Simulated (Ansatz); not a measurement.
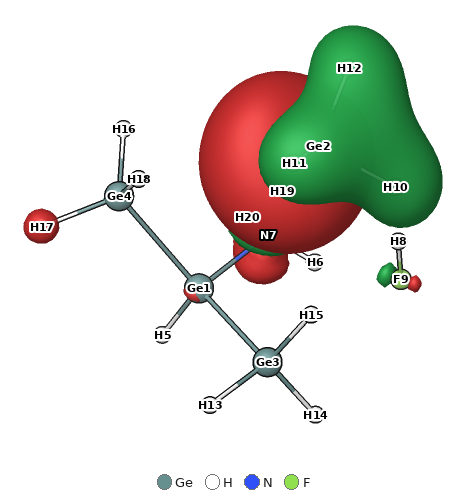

*Ge$_{3}$H$_{10}$N···GeH$_{3}$···HF. The HOMO at ±0.08 Å⁻³ᐟ² (green and red are the two phases), seen across its widest extent.*

The reactant side of a reaction path; geometry: PBE0-D4/def2-TZVP.

Level of theory: Ansatz 0.2.0, RKS PBE0-D4/def2-TZVPP.

Input file:

```
crystal:
  periodic: [false, false, false]
  atoms:
    - {symbol: Ge, position_ang: [-0.522583, 0.023352, -1.451627]}
    - {symbol: Ge, position_ang: [0.083900, 0.171321, 2.243709]}
    - {symbol: Ge, position_ang: [1.350243, -1.510516, -1.278164]}
    - {symbol: Ge, position_ang: [-2.619170, -0.583799, -0.386981]}
    - {symbol: H, position_ang: [-0.717358, 0.526316, -2.901238]}
    - {symbol: H, position_ang: [0.989595, 1.908947, -0.673033]}
    - {symbol: N, position_ang: [-0.010828, 1.721865, -0.597771]}
    - {symbol: H, position_ang: [2.209287, 0.774031, 1.132819]}
    - {symbol: F, position_ang: [2.581952, 1.131607, 0.320675]}
    - {symbol: H, position_ang: [1.699675, 0.173198, 2.348073]}
    - {symbol: H, position_ang: [-0.062693, -1.376822, 2.437690]}
    - {symbol: H, position_ang: [-0.169071, 0.672025, 3.701692]}
    - {symbol: H, position_ang: [0.894066, -2.770795, -2.034608]}
    - {symbol: H, position_ang: [2.568615, -0.905533, -1.983799]}
    - {symbol: H, position_ang: [1.638420, -1.845710, 0.184057]}
    - {symbol: H, position_ang: [-3.239366, 0.673853, 0.236148]}
    - {symbol: H, position_ang: [-3.556994, -1.099965, -1.497744]}
    - {symbol: H, position_ang: [-2.396994, -1.680132, 0.653673]}
    - {symbol: H, position_ang: [-0.169748, 1.469383, 0.445483]}
    - {symbol: H, position_ang: [-0.550846, 2.527373, -0.899053]}
basis:
  gaussian: {orbitals: def2-TZVPP}
hamiltonian: {xc: pbe0, dispersion: d4}
output: {orbitals: {seedname: orbitals}}
```

Run with:

```sh
ansatz run in.yaml --threads 11 --pin off --events-out ev --progress --plain --max-ram 120832MiB --backend cuda --devices 0, --max-vram 75GiB
```

Describe this orbital and give its energy.

By Hirshfeld shares it lies mainly on Ge2 (about 60 %), H19 (about 5 %) and N7 (about 5 %). Its energy is −5.41 eV.
